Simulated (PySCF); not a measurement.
## A study: C3H5, charge +1, SMILES `C=C[CH2+]`

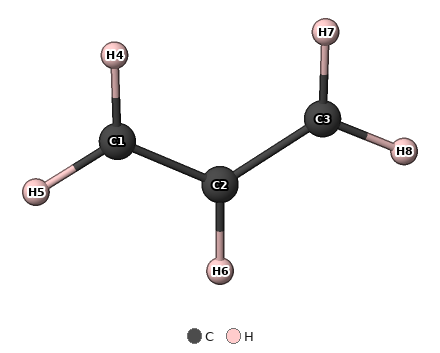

The molecule, with its atoms numbered as below. No frequency check shows the geometry to be a minimum.

Geometry (Å), atoms numbered from 1:

```
C1       1.1966   -0.2062    0.0000
C2       0.0000    0.4769    0.0000
C3      -1.1966   -0.2063    0.0000
H4       1.2310   -1.2913    0.0000
H5       2.1469    0.3170    0.0000
H6      -0.0004    1.5624    0.0000
H7      -1.2309   -1.2913    0.0000
H8      -2.1469    0.3169    0.0000
```

Part 1: Excited states

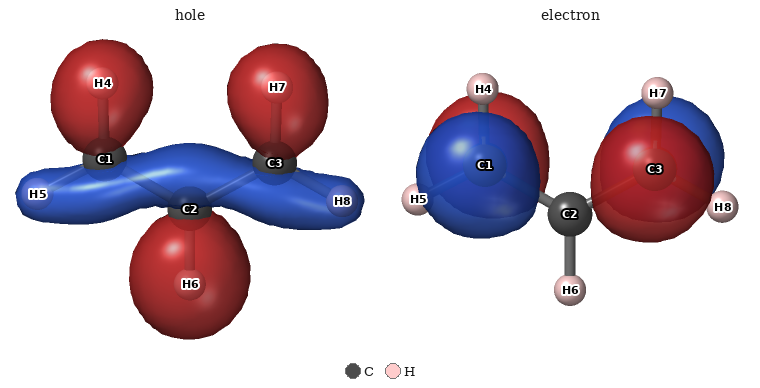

Leading natural transition orbital pair of S₁ (TDA singlet states); the surfaces enclose about 78 % of each orbital's density.

Computed with PySCF, CAM-B3LYP/6-31G*, geometry: GFN2-xTB. Without diffuse functions Rydberg states are missing, so the states' numbers hold for this basis only.

What kind of excitation is it, and where does it lie?

Answer. 5.19 eV (239 nm), f = 0.000 (dark), σ → π*; the leading pair carries 99 %; hole on C2 (27 %), H6 (19 %) and C1 and C3 (16 % each), electron on C1 and C3 (38 % each) and C2 (9 %); their centroids lie 0.4 Å apart. In canonical orbitals it is mainly HOMO−1 → LUMO (99 %). The HOMO–LUMO gap is 8.13 eV.

Part 2: Localised orbitals

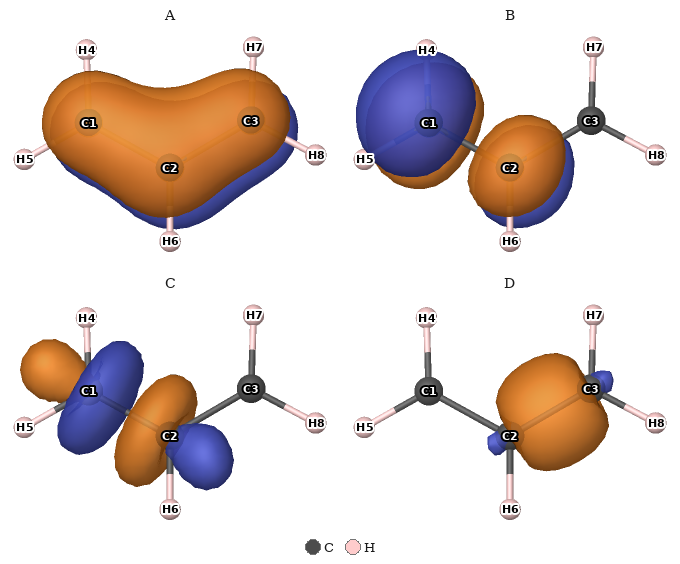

Intrinsic bond orbitals (IBO), occupied and valence-virtual; each surface holds about 80 % of the orbital's density. Energies are diagonal elements of the Fock matrix.

Level of theory: PBE0/6-311G** (PySCF), at a geometry from GFN2-xTB.

What does each orbital represent in a Lewis picture?

Answer. By panel:
- A: delocalised π orbital mainly over C2, C1 and C3 (C2 48 %, C1 26 %, C3 26 %; −16.0 eV)
- B: π* orbital C1–C2, mostly on C1 (C1 72 %, C2 26 %; −7.4 eV)
- C: σ* orbital C2–C1 (C2 51 %, C1 49 %; 7.8 eV)
- D: σ bond C3–C2 (C3 51 %, C2 49 %; −24.8 eV)

Which has the smallest and which the largest spatial spread?

Answer. Smallest: D (0.74 Å); largest: A (1.31 Å).

How do all the valence pairs divide up?

Answer. 8 pairs: 7 σ bonds and 1 delocalised π orbital.

Part 3: The π system

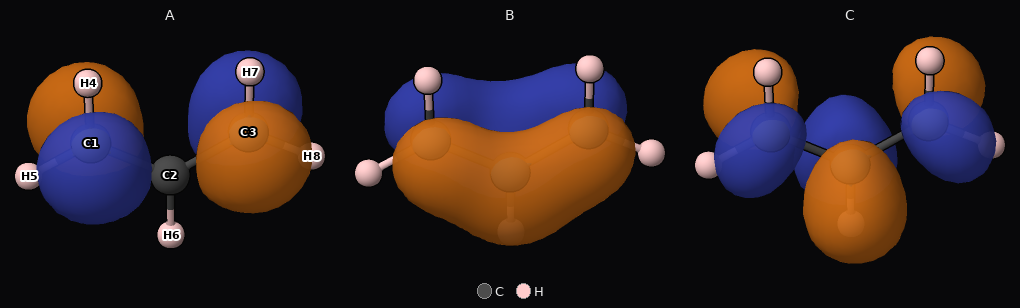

Natural orbitals of the π active space, CASSCF(2,3), triplet state at the geometry of the singlet, in order of falling occupation.

Method: 6-31G* basis; geometry: GFN2-xTB; program: PySCF.

What are the natural occupation numbers?

Answer. A 1.00, B 1.00, C 0.00.

Where does the lowest triplet lie relative to the singlet, at this geometry and within this active space?

Answer. 3.02 eV above it by strongly contracted NEVPT2 (+2.67 eV by CASSCF); a small basis tends to put such gaps a few tenths of an eV too high. This is a vertical energy for π states alone; a state that uses lone pairs or σ orbitals may lie lower.

The PySCF runs shown took 22 s, 5.3 s and 5.1 s on 1 thread of Arm Neoverse V1, on a shared host.
